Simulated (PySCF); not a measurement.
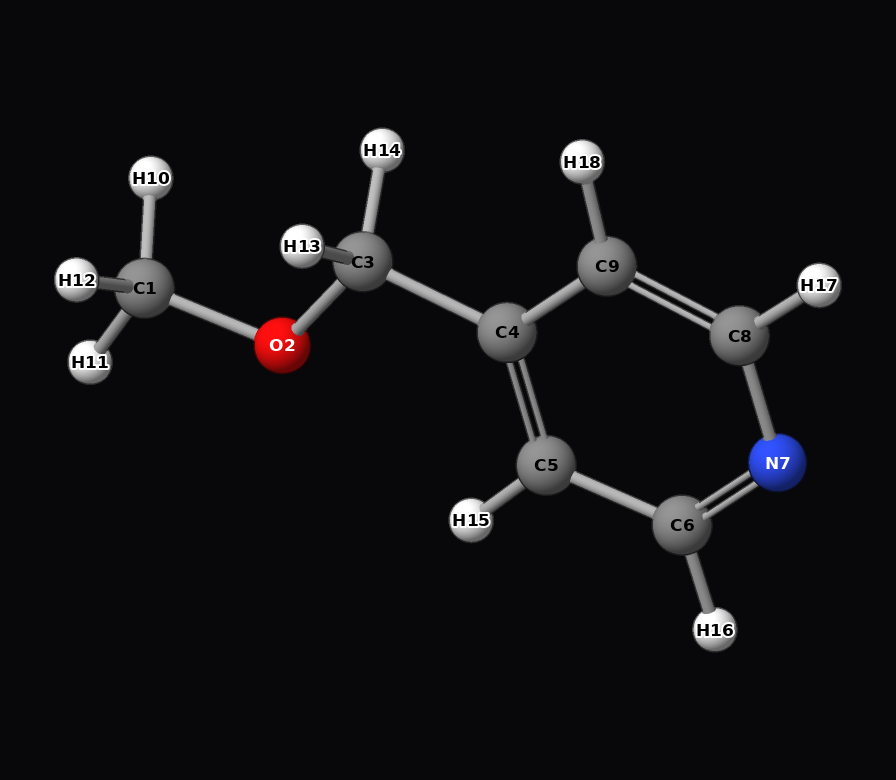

The questions are on isotropic NMR shieldings of the C atoms. Computed geometry: PBE0-D3(BJ)/def2-SVP optimisation. No frequency run is at hand to confirm it as a minimum. Properties computed with GIAO PBE0/pcSseg-1 NMR shielding, non-relativistic, IEF-PCM acetone (PySCF 2.14.0).

Q: Which C atom is the most shielded (lowest chemical shift)?

A: C1 (125.7 ppm).

Q: Which C atom is the least shielded (highest chemical shift)?

A: C4 (28.1 ppm).

Q: How wide is the range of C shifts?

A: 97.6 ppm.

Give the isotropic NMR shieldings of the C atoms atom by atom.

```tsv
atom	σ (ppm)
C1	125.7
C3	111.4
C4	28.1
C5	59.6
C6	28.5
C8	29.8
C9	58.6
```
